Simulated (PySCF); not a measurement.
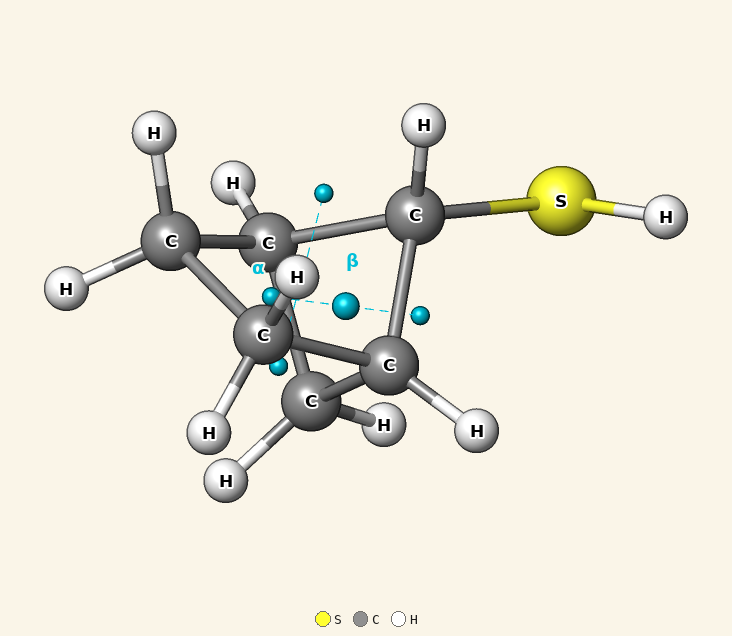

The small points mark where nucleus-independent chemical shifts (NICS) were computed: at the centre of each lettered ring and 1 Å above and below it. The geometry was computed by an optimisation with GFN2-xTB. No frequency run is at hand to confirm it as a minimum. Level of theory: GIAO PBE0/pcSseg-1 NMR shielding, non-relativistic, gas phase (PySCF 2.14.0).

Give NICS(0), NICS(1) and the out-of-plane component NICS(1)zz for each ring (means of the two sides).

| ring | members | NICS(0) | NICS(1) | NICS(1)zz |
| --- | --- | --- | --- | --- |
| α | C5 | −7.5 | −11.9 | −12.5 |
| β | C4 | −11.1 | −8.1 | −11.9 |

Values in ppm.
